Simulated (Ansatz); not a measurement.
# H2S2 (SMILES SS): RPA@PBE/def2-TZVPP

Aim: the energy change on altering one bond length of H2S2 at RPA@PBE/def2-TZVPP, from 2 runs. 

Program for the calculation: Ansatz 0.2.0.

32 further runs of the same task are left out: 32 set aside as unsound or not needed.

## Step 1: The molecule

H2S2 has 4 atoms, charge 0, and is taken as a singlet. SMILES: `SS`. The shape is that of a PBE0-D4/def2-TZVP optimisation.

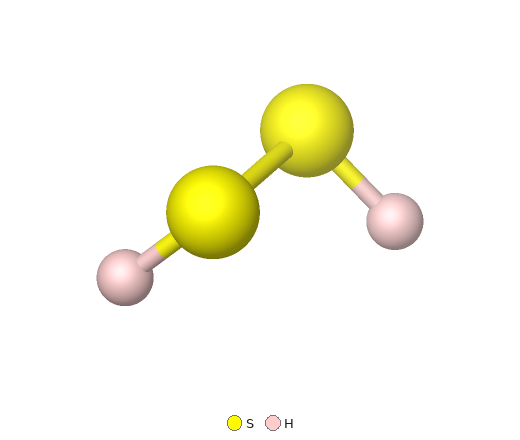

Viewed from a chosen angle; sulfur yellow, hydrogen pink.

## Step 2: A single-point energy at RPA@PBE/def2-TZVPP

File job.yaml:

```yaml
crystal:
  periodic: [false, false, false]
  atoms:
    - {symbol: S, position_ang: [0.784480, -0.789210, 0.166690]}
    - {symbol: S, position_ang: [0.060220, 1.121560, 0.067360]}
    - {symbol: H, position_ang: [-0.225420, -1.352590, 0.856880]}
    - {symbol: H, position_ang: [-0.619290, 1.020250, -1.090950]}
basis:
  gaussian:
    orbitals: def2-TZVPP
hamiltonian:
  xc: {name: PBE}
correlation:
  method: rpa
  frozen_orbitals: {H: 0, S: 5}
accuracy: high
```

Launch:

```sh
$ ansatz run job.yaml --threads 1 --pin off --max-ram 3480MiB --events-out events.jsonl --progress --plain --runs-dir runs
```

Output:

```text
Warning: RAYON_NUM_THREADS=1 ignored (pool sized by the plan → 1); use --threads N
Functional definition: PBE
  name "PBE"
  parameter kappa = 0.804
  parameter beta = 0.06672455060314922
  exchange = pbe_x(kappa = kappa, mu = beta*pi^2/3)
  correlation = pbe_c(beta = beta)
1799 factors; integrals over basis functions are off by at most 3.8e-9 eV
mean field evaluation 1: about -21694.1068 eV, gradient 1.5e1 eV
mean field evaluation 2: about -21694.0951 eV, gradient 1.5e1 eV
mean field evaluation 4: about -21694.7741 eV, gradient 2.6e0 eV
mean field evaluation 8: about -21694.7866 eV, gradient 2.9e-2 eV
mean field evaluation 16: about -21694.7866 eV, gradient 8.5e-5 eV
mean field -21694.78656494 eV, -797.2687010072 hartree, gradient 8.2e-8 eV, S^2 0.000000; 0 other end points of the search recorded, 0 dependent functions left out
10 core orbitals not correlated: weight in the atoms' cores, before any rotation towards them, 1.000 or more for the frozen orbitals, at most 0.000 for the correlated occupied ones
reference -21666.31402514 eV, -796.2223544689 hartree; 7, 7 occupied and 95, 95 virtual orbitals, 1799 factors
Total energy: -21683.22610044 eV, -796.8438617725 hartree
```

Wall time 7.2 s (1 thread of Arm Neoverse V2, shared host); peak memory 0.34 GiB.

## Step 3: The distorted shape, same level

File in.yaml:

```yaml
crystal:
  periodic: [false, false, false]
  atoms:
    - {symbol: S, position_ang: [1.328082, -0.708163, 1.093327]}
    - {symbol: S, position_ang: [0.603822, 1.202607, 0.993997]}
    - {symbol: H, position_ang: [0.318182, -1.271543, 1.783517]}
    - {symbol: H, position_ang: [-0.619290, 1.020250, -1.090950]}
basis:
  gaussian:
    orbitals: def2-TZVPP
hamiltonian:
  xc: {name: PBE}
correlation:
  method: rpa
  frozen_orbitals: {H: 0, S: 5}
accuracy: high
```

Launch:

```sh
$ ansatz run in.yaml --threads 1 --pin off --max-ram 3480MiB --events-out events.jsonl --progress --plain --runs-dir runs
```

Output, shortened:

```text
Warning: RAYON_NUM_THREADS=1 ignored (pool sized by the plan → 1); use --threads N
[... 2 set-up lines as earlier in the session ...]
[...]
1733 factors; integrals over basis functions are off by at most 3.4e-9 eV
[...]
mean field -21691.94258949 eV, -797.1641868370 hartree, gradient 1.1e-8 eV, S^2 0.000000; 1 other end points of the search recorded, 0 dependent functions left out; unrestricted orbitals would lower it
unrestricted determinant -21664.59073617 eV, -796.1590247671 hartree, S^2 0.8977
10 core orbitals not correlated: weight in the atoms' cores, before any rotation towards them, 1.000 or more for the frozen orbitals, at most 0.000 for the correlated occupied ones
reference -21661.96694718 eV, -796.0626023003 hartree; 7, 7 occupied and 95, 95 virtual orbitals, 1733 factors
Total energy: -21680.29346281 eV, -796.7360893275 hartree
```

Run time: 10 s. Hardware: 1 thread of Arm Neoverse V2, shared host; peak memory 0.35 GiB.

## Step 4: Summary of results

At RPA@PBE/def2-TZVPP, 10 core orbitals frozen:

| quantity | value |
| --- | --- |
| first shape: total energy | -796.84386 Eh |
| first shape: RPA correlation energy (valence) | -621.5 mEh |
| distorted shape: total energy | -796.73609 Eh |
| distorted shape: RPA correlation energy (valence) | -673.5 mEh |
| energy change with the S2–H4 bond stretched from 1.347 to 2.424 Å | 2.933 eV |

In words: One bond (distorted shape) is far stretched, which a spin-restricted single reference describes badly; a broken-symmetry solution may lie lower. With the S2–H4 bond stretched from 1.347 to 2.424 Å the energy rises by 2.93 eV (68 kcal/mol). The first shape isn't relaxed at this level, so the change isn't measured from a minimum. A restricted reference can't describe the breaking bond well at this length. The restricted solution (distorted shape) is unstable to spin breaking: an unrestricted one lies lower.
